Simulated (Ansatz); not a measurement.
## Molecular dynamics of BH3F (part 3 of 3)

Continued. System: BH3F, multiplicity 2. Method: UKS CAM-B3LYP-D4/def2-SVP (Ansatz 0.2.0). It belongs to a series of runs on one base structure; here: dynamics from the highest image of the converged band.

Geometry of the input (Å):
```
B  -0.0008  -0.0009  -0.2141
H  -0.0015  -0.0136  1.7782
H  1.1004  0.0054  -0.6852
H  -1.1005  0.0040  -0.6887
F  0.0024  0.0052  2.7198
```

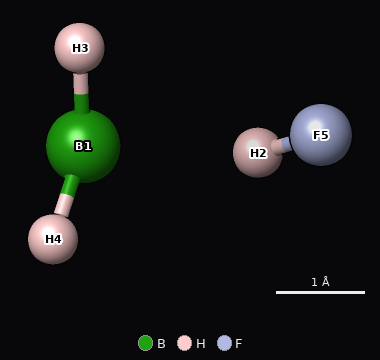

**Figure 1.** The geometry at step 109 of the log (ball-and-stick view, seen at a tilt; atoms are numbered from 1 in the order of the input).

## Trajectory as extended XYZ, continued
```
5
Properties=species:S:1:pos:R:3:forces:R:3 step=17 time_fs=8.5 energy=-3434.67518 temperature=61.3
B    -0.0065   -0.0019   -0.2077   -0.9107  -0.0734   0.1516
H     0.0218   -0.0853    1.7870   -0.0404  -0.0620  -0.5028
H     1.0956    0.0196   -0.6006    0.6870   0.0450  -0.2912
H    -1.0931    0.0189   -0.7357    0.2544   0.0230   0.1169
F     0.0043    0.0080    2.7137    0.0097   0.0674   0.5255
5
Properties=species:S:1:pos:R:3:forces:R:3 step=23 time_fs=11.5 energy=-3434.67456 temperature=60.0
B    -0.0114   -0.0031   -0.2050   -0.1504  -0.0883   0.1724
H     0.0247   -0.1156    1.7550   -0.0856   0.1243   1.0245
H     1.1138    0.0295   -0.5833    0.2400   0.0455  -0.1222
H    -1.0757    0.0277   -0.7468   -0.0483   0.0351  -0.0140
F     0.0050    0.0093    2.7135    0.0443  -0.1166  -1.0608
5
Properties=species:S:1:pos:R:3:forces:R:3 step=29 time_fs=14.5 energy=-3434.67715 temperature=66.3
B    -0.0172   -0.0050   -0.2010    0.9529  -0.0589  -0.0374
H     0.0208   -0.1384    1.7883   -0.0525  -0.0929  -0.3927
H     1.1498    0.0430   -0.5758   -0.6436   0.0115   0.1630
H    -1.0621    0.0395   -0.7593   -0.2732   0.0459  -0.1456
F     0.0059    0.0102    2.7097    0.0164   0.0944   0.4128
5
Properties=species:S:1:pos:R:3:forces:R:3 step=34 time_fs=17.0 energy=-3434.67843 temperature=69.9
B    -0.0172   -0.0069   -0.1978    0.4700  -0.0408  -0.1797
H     0.0138   -0.1622    1.8007   -0.0543  -0.2176  -0.9117
H     1.1446    0.0553   -0.5612   -0.4683   0.0129   0.1149
H    -1.0657    0.0523   -0.7774    0.0348   0.0303   0.0330
F     0.0067    0.0113    2.7074    0.0178   0.2151   0.9436
5
Properties=species:S:1:pos:R:3:forces:R:3 step=40 time_fs=20.0 energy=-3434.67551 temperature=62.6
B    -0.0146   -0.0096   -0.1951   -0.7792  -0.0717  -0.0444
H     0.0010   -0.2027    1.7678   -0.0649   0.1767   0.9285
H     1.1098    0.0717   -0.5368    0.5165   0.0723  -0.1510
H    -1.0660    0.0697   -0.7954    0.3076   0.0006   0.2410
F     0.0078    0.0131    2.7073    0.0200  -0.1780  -0.9741
5
Properties=species:S:1:pos:R:3:forces:R:3 step=46 time_fs=23.0 energy=-3434.69415 temperature=109.7
B    -0.0171   -0.0128   -0.1928   -0.3513  -0.0785   0.0927
H    -0.0173   -0.2329    1.7933   -0.0552  -0.0241   0.1241
H     1.1112    0.0938   -0.5229    0.4600   0.0668  -0.1050
H    -1.0448    0.0875   -0.7958   -0.0731   0.0208   0.0372
F     0.0090    0.0144    2.7039    0.0196   0.0150  -0.1490
5
Properties=species:S:1:pos:R:3:forces:R:3 step=51 time_fs=25.5 energy=-3434.68363 temperature=83.7
B    -0.0213   -0.0159   -0.1904    0.7858  -0.0210   0.0478
H    -0.0365   -0.2596    1.8246   -0.0981  -0.4107  -1.0606
H     1.1406    0.1163   -0.5179   -0.3532  -0.0238   0.1304
H    -1.0303    0.1038   -0.7928   -0.4086   0.0598  -0.1759
F     0.0100    0.0156    2.7004    0.0740   0.3957   1.0584
5
Properties=species:S:1:pos:R:3:forces:R:3 step=57 time_fs=28.5 energy=-3434.69416 temperature=110.3
B    -0.0211   -0.0198   -0.1873    0.6043   0.0606  -0.1438
H    -0.0657   -0.3152    1.8053    0.0378   0.2098   0.6973
H     1.1499    0.1414   -0.5022   -0.5469  -0.0657   0.1825
H    -1.0400    0.1274   -0.8000   -0.0390   0.0135   0.0469
F     0.0115    0.0182    2.6993   -0.0561  -0.2182  -0.7828
5
Properties=species:S:1:pos:R:3:forces:R:3 step=63 time_fs=31.5 energy=-3434.70267 temperature=132.0
B    -0.0169   -0.0233   -0.1852   -0.6650   0.0217  -0.1554
H    -0.0926   -0.3585    1.8284    0.0545   0.1734   0.5073
H     1.1200    0.1621   -0.4728    0.2867   0.0486  -0.0376
H    -1.0528    0.1520   -0.8032    0.3903  -0.0615   0.2954
F     0.0128    0.0200    2.6955   -0.0664  -0.1822  -0.6097
5
Properties=species:S:1:pos:R:3:forces:R:3 step=69 time_fs=34.5 energy=-3434.69915 temperature=123.7
B    -0.0170   -0.0267   -0.1842   -0.5807  -0.0876   0.1131
H    -0.1172   -0.3942    1.8818   -0.1511  -0.5736  -0.9849
H     1.1105    0.1866   -0.4455    0.5467   0.1002  -0.0999
H    -1.0380    0.1724   -0.7845    0.0380   0.0010   0.0674
F     0.0139    0.0215    2.6896    0.1471   0.5600   0.9043
5
Properties=species:S:1:pos:R:3:forces:R:3 step=74 time_fs=37.0 energy=-3434.71157 temperature=154.8
B    -0.0204   -0.0299   -0.1828    0.6109  -0.0666   0.3202
H    -0.1442   -0.4508    1.8817    0.1226   0.2179   0.3997
H     1.1340    0.2126   -0.4284   -0.1622  -0.0434   0.0539
H    -1.0223    0.1893   -0.7638   -0.4538   0.1116  -0.2257
F     0.0152    0.0240    2.6868   -0.1175  -0.2195  -0.5482
5
Properties=species:S:1:pos:R:3:forces:R:3 step=80 time_fs=40.0 energy=-3434.70746 temperature=144.6
B    -0.0204   -0.0342   -0.1790    0.6784   0.0740   0.1402
H    -0.1671   -0.5025    1.9088    0.2151   0.4396   0.6313
H     1.1492    0.2401   -0.4038   -0.5464  -0.1358   0.1026
H    -1.0342    0.2175   -0.7540   -0.1406   0.0584  -0.0637
F     0.0162    0.0263    2.6814   -0.2064  -0.4360  -0.8104
5
Properties=species:S:1:pos:R:3:forces:R:3 step=86 time_fs=43.0 energy=-3434.70428 temperature=137.0
B    -0.0158   -0.0380   -0.1740   -0.5613   0.0848  -0.0902
H    -0.1762   -0.5297    1.9739   -0.1980  -0.7593  -0.9214
H     1.1249    0.2578   -0.3717    0.0809   0.0192  -0.0304
H    -1.0560    0.2500   -0.7485    0.4773  -0.0997   0.2705
F     0.0166    0.0272    2.6731    0.2010   0.7551   0.7715
5
Properties=species:S:1:pos:R:3:forces:R:3 step=91 time_fs=45.5 energy=-3434.71508 temperature=163.9
B    -0.0146   -0.0407   -0.1703   -0.8535  -0.0518   0.0788
H    -0.1912   -0.5859    1.9877    0.1345   0.1997   0.1905
H     1.1067    0.2731   -0.3462    0.5201   0.1261  -0.0867
H    -1.0480    0.2718   -0.7288    0.3299  -0.0810   0.2071
F     0.0172    0.0297    2.6678   -0.1310  -0.1930  -0.3898
5
Properties=species:S:1:pos:R:3:forces:R:3 step=97 time_fs=48.5 energy=-3434.71325 temperature=159.5
B    -0.0183   -0.0443   -0.1649    0.4233  -0.1183   0.4041
H    -0.1984   -0.6368    2.0177    0.2795   0.6500   0.5678
H     1.1189    0.2992   -0.3212    0.0120  -0.0388   0.0019
H    -1.0189    0.2935   -0.6922   -0.4359   0.1459  -0.1787
F     0.0175    0.0319    2.6599   -0.2789  -0.6389  -0.7952
5
Properties=species:S:1:pos:R:3:forces:R:3 step=103 time_fs=51.5 energy=-3434.70847 temperature=147.9
B    -0.0192   -0.0486   -0.1567    0.7894   0.0554   0.2725
H    -0.1874   -0.6506    2.0810   -0.2179  -0.9460  -0.7938
H     1.1330    0.3222   -0.2965   -0.4297  -0.1816   0.0506
H    -1.0205    0.3259   -0.6675   -0.3506   0.1264  -0.1242
F     0.0168    0.0322    2.6493    0.2088   0.9459   0.5949
5
Properties=species:S:1:pos:R:3:forces:R:3 step=109 time_fs=54.5 energy=-3434.72145 temperature=180.4
B    -0.0149   -0.0525   -0.1464   -0.3804   0.2489  -0.0291
H    -0.1859   -0.7146    2.1014    0.2037   0.5568   0.3512
H     1.1166    0.3316   -0.2681   -0.0244  -0.0652   0.0008
H    -1.0471    0.3668   -0.6508    0.4189  -0.1923   0.2706
F     0.0165    0.0352    2.6399   -0.2177  -0.5482  -0.5935
5
Properties=species:S:1:pos:R:3:forces:R:3 step=114 time_fs=57.0 energy=-3434.71687 temperature=169.1
B    -0.0130   -0.0544   -0.1378   -0.8525   0.1589   0.0013
H    -0.1755   -0.7463    2.1299    0.2306   0.7576   0.4322
H     1.0997    0.3347   -0.2442    0.4091   0.0717  -0.0388
H    -1.0474    0.3905   -0.6221    0.4623  -0.2394   0.2919
F     0.0158    0.0365    2.6307   -0.2494  -0.7488  -0.6865
5
Properties=species:S:1:pos:R:3:forces:R:3 step=120 time_fs=60.0 energy=-3434.72546 temperature=191.5
B    -0.0158   -0.0557   -0.1272    0.2136  -0.0620   0.3058
H    -0.1500   -0.7471    2.1854   -0.1927  -1.1106  -0.6299
H     1.1071    0.3426   -0.2181    0.1311  -0.0307  -0.0123
H    -1.0185    0.4033   -0.5679   -0.3194   0.0933  -0.0599
F     0.0141    0.0362    2.6175    0.1674   1.1099   0.3963
5
Properties=species:S:1:pos:R:3:forces:R:3 step=126 time_fs=63.0 energy=-3434.73207 temperature=208.1
B    -0.0172   -0.0573   -0.1142    0.9045  -0.0446   0.4251
H    -0.1331   -0.8059    2.2070    0.1557   0.7168   0.2906
H     1.1248    0.3474   -0.1931   -0.3102  -0.1810   0.0025
H    -1.0132    0.4226   -0.5169   -0.5651   0.2208  -0.1591
F     0.0128    0.0389    2.6049   -0.1848  -0.7120  -0.5590
5
Properties=species:S:1:pos:R:3:forces:R:3 step=131 time_fs=65.5 energy=-3434.74701 temperature=246.3
B    -0.0136   -0.0588   -0.1010    0.0235   0.2090   0.1963
H    -0.1125   -0.8263    2.2347    0.1305   0.7574   0.2704
H     1.1229    0.3410   -0.1724   -0.1536  -0.1008  -0.0276
H    -1.0415    0.4511   -0.4832    0.1613  -0.1099   0.1067
F     0.0113    0.0397    2.5931   -0.1617  -0.7558  -0.5457
5
Properties=species:S:1:pos:R:3:forces:R:3 step=137 time_fs=68.5 energy=-3434.73747 temperature=223.0
B    -0.0096   -0.0592   -0.0837   -0.8615   0.2397   0.0978
H    -0.0803   -0.8153    2.2805   -0.1163  -1.2251  -0.4421
H     1.1122    0.3268   -0.1499    0.2833   0.0818  -0.0661
H    -1.0619    0.4761   -0.4345    0.6094  -0.3145   0.2297
F     0.0089    0.0388    2.5770    0.0850   1.2181   0.1808
5
Properties=species:S:1:pos:R:3:forces:R:3 step=143 time_fs=71.5 energy=-3434.76524 temperature=293.4
B    -0.0112   -0.0579   -0.0653   -0.0283  -0.0525   0.3558
H    -0.0539   -0.8677    2.3023    0.0650   0.8987   0.2119
H     1.1210    0.3176   -0.1328    0.1118   0.0284  -0.0634
H    -1.0381    0.4782   -0.3686   -0.0523   0.0253   0.0005
F     0.0067    0.0412    2.5610   -0.0962  -0.8999  -0.5049
5
Properties=species:S:1:pos:R:3:forces:R:3 step=149 time_fs=74.5 energy=-3434.77153 temperature=309.5
B    -0.0129   -0.0569   -0.0442    0.9503  -0.2796   0.5016
H    -0.0242   -0.8686    2.3343    0.0075   0.2293   0.0176
H     1.1378    0.3106   -0.1210   -0.2613  -0.0781  -0.0419
H    -1.0190    0.4827   -0.3023   -0.6603   0.3633  -0.1673
F     0.0042    0.0408    2.5431   -0.0363  -0.2349  -0.3099
5
Properties=species:S:1:pos:R:3:forces:R:3 step=154 time_fs=77.0 energy=-3434.78117 temperature=335.1
B    -0.0094   -0.0576   -0.0236    0.2117  -0.0185   0.3513
H     0.0018   -0.8540    2.3631   -0.0072  -1.2529  -0.2504
H     1.1380    0.3006   -0.1141   -0.1455  -0.0194  -0.0449
H    -1.0392    0.5064   -0.2563   -0.0439   0.0489  -0.0217
F     0.0019    0.0397    2.5271   -0.0151   1.2419  -0.0342
5
Properties=species:S:1:pos:R:3:forces:R:3 step=160 time_fs=80.0 energy=-3434.78365 temperature=341.6
B    -0.0044   -0.0584    0.0036   -0.8429   0.2495   0.2786
H     0.0320   -0.8989    2.3840   -0.0534   1.0488   0.0972
H     1.1296    0.2880   -0.1096    0.2030   0.0982  -0.0672
H    -1.0632    0.5365   -0.2023    0.6522  -0.3415   0.1014
F    -0.0009    0.0416    2.5074    0.0411  -1.0550  -0.4100
5
Properties=species:S:1:pos:R:3:forces:R:3 step=166 time_fs=83.0 energy=-3434.82061 temperature=435.5
B    -0.0049   -0.0576    0.0332   -0.2430   0.0735   0.3268
H     0.0583   -0.8835    2.4088   -0.0196  -0.0162  -0.0343
H     1.1346    0.2824   -0.1104    0.0510   0.0382  -0.0269
H    -1.0396    0.5419   -0.1411    0.1931  -0.1049   0.0086
F    -0.0035    0.0403    2.4860    0.0185   0.0095  -0.2743
5
Properties=species:S:1:pos:R:3:forces:R:3 step=171 time_fs=85.5 energy=-3434.81247 temperature=416.0
B    -0.0069   -0.0564    0.0598    0.8052  -0.2676   0.3696
H     0.0791   -0.8664    2.4285    0.0882  -1.1816  -0.0783
H     1.1426    0.2804   -0.1129   -0.2230  -0.0619   0.0411
H    -1.0068    0.5394   -0.0893   -0.5919   0.3354  -0.1066
F    -0.0056    0.0390    2.4672   -0.0785   1.1757  -0.2258
5
Properties=species:S:1:pos:R:3:forces:R:3 step=177 time_fs=88.5 energy=-3434.83217 temperature=466.5
B    -0.0041   -0.0567    0.0945    0.4000  -0.1240   0.3417
H     0.1075   -0.9040    2.4467   -0.1670   1.1376  -0.0510
H     1.1368    0.2738   -0.1128   -0.1007  -0.0387   0.0577
H    -1.0083    0.5594   -0.0347   -0.3285   0.1620  -0.0696
F    -0.0083    0.0404    2.4436    0.1961  -1.1369  -0.2789
5
Properties=species:S:1:pos:R:3:forces:R:3 step=183 time_fs=91.5 energy=-3434.85152 temperature=515.6
B     0.0013   -0.0578    0.1318   -0.8110   0.3062   0.2606
H     0.1251   -0.8759    2.4605    0.0074  -0.2808  -0.0222
H     1.1240    0.2645   -0.1081    0.2334   0.0620   0.0313
H    -1.0339    0.5907    0.0143    0.5197  -0.3666   0.0193
F    -0.0103    0.0384    2.4188    0.0505   0.2793  -0.2891
5
Properties=species:S:1:pos:R:3:forces:R:3 step=189 time_fs=94.5 energy=-3434.86894 temperature=560.5
B     0.0013   -0.0568    0.1713   -0.4969   0.2638   0.2088
H     0.1431   -0.8656    2.4731    0.0740  -0.6378   0.0204
H     1.1273    0.2592   -0.0999    0.0596   0.0083   0.1058
H    -1.0225    0.5952    0.0640    0.3532  -0.2734  -0.0123
F    -0.0120    0.0373    2.3926    0.0102   0.6391  -0.3227
5
Properties=species:S:1:pos:R:3:forces:R:3 step=194 time_fs=97.0 energy=-3434.86972 temperature=563.5
B    -0.0016   -0.0544    0.2055    0.5407  -0.1411   0.2261
H     0.1616   -0.8924    2.4836   -0.2505   1.1573  -0.1990
H     1.1344    0.2555   -0.0864   -0.2175  -0.0778   0.1971
H    -0.9914    0.5821    0.1045   -0.4250   0.2115  -0.1063
F    -0.0134    0.0383    2.3697    0.3522  -1.1498  -0.1180
5
Properties=species:S:1:pos:R:3:forces:R:3 step=200 time_fs=100.0 energy=-3434.89671 temperature=632.1
B    -0.0016   -0.0526    0.2482    0.4929  -0.2570   0.2238
H     0.1683   -0.8575    2.4835    0.0700  -0.5076   0.0339
H     1.1281    0.2457   -0.0550   -0.0814  -0.0353   0.1875
H    -0.9858    0.5820    0.1448   -0.5405   0.2907  -0.1415
F    -0.0137    0.0359    2.3416    0.0590   0.5092  -0.3035
```
